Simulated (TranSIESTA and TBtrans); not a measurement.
Device: Ga chain with one bond stretched by 0.3 Å. Leads: straight Ga chain, spacing 2.55 Å. Geometry: as built, not relaxed.

TranSIESTA and TBtrans, PBE, DZP numerical orbitals (energy shift 0.15 eV), PseudoDojo norm-conserving scalar-relativistic potentials, mesh cutoff 200 Ry, 300 K, no spin polarisation, no spin-orbit coupling; self-consistent non-equilibrium Green functions.

Energies count from the leads' Fermi level. Transmissions are for one spin of a degenerate pair. The energy step is 0.01 eV; narrower resonances are cut or missed.

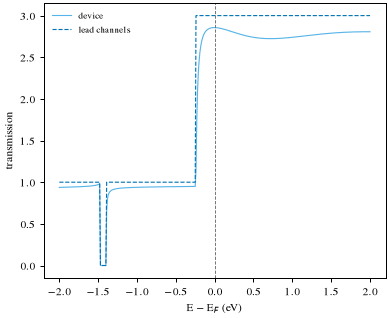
*Transmission against energy*

```csv
E (eV),T,lead channels
-2.00,0.94,1
-1.80,0.94,1
-1.60,0.95,1
-1.40,0,0
-1.20,0.93,1
-1.00,0.94,1
-0.80,0.94,1
-0.60,0.95,1
-0.40,0.95,1
-0.20,2.46,3
0.00,2.86,3
0.20,2.81,3
0.40,2.76,3
0.60,2.73,3
0.80,2.72,3
1.00,2.74,3
1.20,2.76,3
1.40,2.78,3
1.60,2.80,3
1.80,2.80,3
2.00,2.81,3
```

The straight chain is held at its spacing; free chains may zigzag or dimerise. No spin-polarised start was tried, so a magnetic state, if there is one, is missed.
